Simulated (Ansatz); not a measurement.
Nudged elastic band of Si₂H₅F₃

- system: Si₂H₅F₃
- method: RHF/6-31G* (Ansatz 0.2.0)

One setting was made poor on purpose. It belongs to a series of runs on one base structure; here: an input spoilt on purpose.

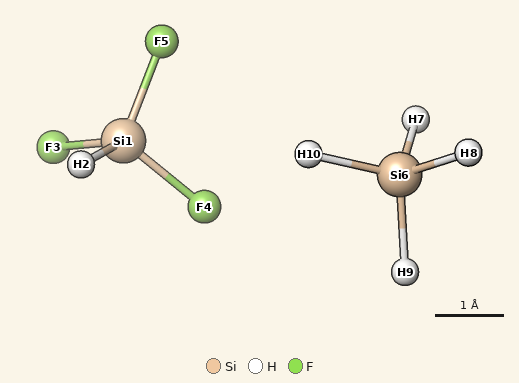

The structure as given in the input (ball-and-stick view, seen at a tilt; atoms are numbered from 1 in the order of the input).

**What the run reported**

```tsv
quantity	value
outcome	refused by the program
hardware	1 thread of Arm Neoverse N1, 24 GiB of memory available, shared host
```

**Diagnosis**

The program refused the input: “invalid value for `neb.spring`: must be finite and > 0; got -5 eV/Å²” A deliberately poor setting: bad input.

**Input file**
```yaml
crystal:
  periodic: [false, false, false]
  atoms:
    - { symbol: Si, position_ang: [0.89325, -0.057429, -0.268519] }
    - { symbol: H, position_ang: [1.4543, 0.171667, 1.046741] }
    - { symbol: F, position_ang: [1.961698, 0.210646, -1.385386] }
    - { symbol: F, position_ang: [-0.3277, 0.895265, -0.531539] }
    - { symbol: F, position_ang: [0.393126, -1.536124, -0.419899] }
    - { symbol: Si, position_ang: [-3.255878, 0.064644, 1.458901] }
    - { symbol: H, position_ang: [-3.413296, -0.613828, 0.160345] }
    - { symbol: H, position_ang: [-4.290733, -0.414102, 2.395195] }
    - { symbol: H, position_ang: [-3.387364, 1.522358, 1.28315] }
    - { symbol: H, position_ang: [-1.924104, -0.243097, 2.018511] }
basis:
  gaussian: { orbitals: "6-31G*" }
hamiltonian:
  xc: hf
neb:
  order_check: false
  images: 7
  f_tol: 0.03
  max_iterations: 8
  final_atoms:
    - { symbol: Si, position_ang: [-0.60625144, -0.2676435, -0.7056296] }
    - { symbol: H, position_ang: [0.4792108, 0.61809402, 3.05920988] }
    - { symbol: F, position_ang: [0.67480357, -0.06940102, 0.19643755] }
    - { symbol: F, position_ang: [-0.51775691, 0.80383533, -1.86099939] }
    - { symbol: F, position_ang: [-0.46594827, -1.6848259, -1.3866882] }
    - { symbol: Si, position_ang: [-2.57882567, -0.06960215, 0.51624307] }
    - { symbol: H, position_ang: [-3.72097211, -0.27242707, -0.3925681] }
    - { symbol: H, position_ang: [-2.5870879, -1.09437851, 1.57474053] }
    - { symbol: H, position_ang: [-2.64042438, 1.27639048, 1.1121807] }
    - { symbol: H, position_ang: [0.06655131, 0.75995833, 3.64457357] }
  initial_path:
    images:
      - { positions_ang: [[0.89325, -0.057429, -0.268519], [1.4543, 0.171667, 1.046741], [1.961698, 0.210646, -1.385386], [-0.3277, 0.895265, -0.531539], [0.393126, -1.536124, -0.419899], [-3.255878, 0.064644, 1.458901], [-3.413296, -0.613828, 0.160345], [-4.290733, -0.414102, 2.395195], [-3.387364, 1.522358, 1.28315], [-1.924104, -0.243097, 2.018511]] }
      - { positions_ang: [[0.66777774, -0.04352869, -0.20576835], [1.09523754, 0.12443729, 1.23311102], [1.84196479, 0.15653378, -1.18131991], [-0.4352116, 0.99751266, -0.5298828], [0.10165471, -1.47469514, -0.45162592], [-3.03891407, 0.04971735, 1.2972624], [-3.35831396, -0.68380014, 0.1178949], [-3.823359, -0.42195341, 2.34657105], [-3.2730206, 1.48125895, 1.14417643], [-1.67451657, -0.18548264, 1.98708119]] }
      - { positions_ang: [[0.44230549, -0.02962839, -0.14301771], [0.73617509, 0.07720757, 1.41948104], [1.72223158, 0.10242156, -0.97725383], [-0.54272319, 1.09976032, -0.52822659], [-0.18981657, -1.41326629, -0.48335284], [-2.82195015, 0.0347907, 1.13562379], [-3.30333191, -0.75377227, 0.07544479], [-3.35598499, -0.42980481, 2.2979471], [-3.15867719, 1.44015989, 1.00520286], [-1.42492915, -0.12786828, 1.95565138]] }
      - { positions_ang: [[0.21683323, -0.01572808, -0.08026706], [0.37711263, 0.02997786, 1.60585106], [1.60249837, 0.04830934, -0.77318774], [-0.65023479, 1.20200798, -0.52657039], [-0.48128786, -1.35183743, -0.51507975], [-2.60498622, 0.01986405, 0.97398519], [-3.24834987, -0.82374441, 0.03299469], [-2.88861099, -0.43765622, 2.24932315], [-3.04433379, 1.39906084, 0.86622929], [-1.17534172, -0.07025392, 1.92422157]] }
      - { positions_ang: [[-0.00863903, -0.00182777, -0.01751641], [0.01805017, -0.01725186, 1.79222108], [1.48276516, -0.00580288, -0.56912166], [-0.75774639, 1.30425564, -0.52491419], [-0.77275914, -1.29040857, -0.54680667], [-2.3880223, 0.0049374, 0.81234659], [-3.19336783, -0.89371654, -0.00945541], [-2.42123698, -0.44550762, 2.2006992], [-2.92999038, 1.35796179, 0.72725572], [-0.92575429, -0.01263956, 1.89279176]] }
      - { positions_ang: [[-0.15804213, -0.0682817, -0.18954471], [0.13334033, 0.14158461, 2.10896828], [1.28077477, -0.02170242, -0.37773185], [-0.69774902, 1.17915056, -0.85893549], [-0.69605643, -1.38901291, -0.75677705], [-2.43572314, -0.01369749, 0.73832071], [-3.3252689, -0.73839418, -0.10523358], [-2.46269971, -0.60772534, 2.04420953], [-2.85759888, 1.33756896, 0.82348696], [-0.67767789, 0.18050991, 2.33073721]] }
      - { positions_ang: [[-0.30744523, -0.13473564, -0.361573], [0.24863048, 0.30042108, 2.42571548], [1.07878437, -0.03760195, -0.18634205], [-0.63775165, 1.05404548, -1.19295679], [-0.61935371, -1.48761724, -0.96674744], [-2.48342398, -0.03233238, 0.66429483], [-3.45716997, -0.58307181, -0.20101175], [-2.50416244, -0.76994307, 1.88771986], [-2.78520738, 1.31717613, 0.91971821], [-0.42960149, 0.37365938, 2.76868266]] }
      - { positions_ang: [[-0.45684834, -0.20118957, -0.5336013], [0.36392064, 0.45925755, 2.74246268], [0.87679397, -0.05350148, 0.00504775], [-0.57775428, 0.9289404, -1.52697809], [-0.54265099, -1.58622157, -1.17671782], [-2.53112482, -0.05096727, 0.59026895], [-3.58907104, -0.42774944, -0.29678993], [-2.54562517, -0.93216079, 1.7312302], [-2.71281588, 1.2967833, 1.01594946], [-0.18152509, 0.56680886, 3.20662812]] }
      - { positions_ang: [[-0.60625144, -0.2676435, -0.7056296], [0.4792108, 0.61809402, 3.05920988], [0.67480357, -0.06940102, 0.19643755], [-0.51775691, 0.80383533, -1.86099939], [-0.46594827, -1.6848259, -1.3866882], [-2.57882567, -0.06960215, 0.51624307], [-3.72097211, -0.27242707, -0.3925681], [-2.5870879, -1.09437851, 1.57474053], [-2.64042438, 1.27639048, 1.1121807], [0.06655131, 0.75995833, 3.64457357]] }
  spring: -5.0
```

Command:
```bash
ansatz run input.yaml --threads 1 --pin off --max-ram 2048MiB --backend cpu --events-out ev --progress --plain --runs-dir out
```

**Log**
```
Error: invalid value for `neb.spring`: must be finite and > 0; got -5 eV/Å²
```
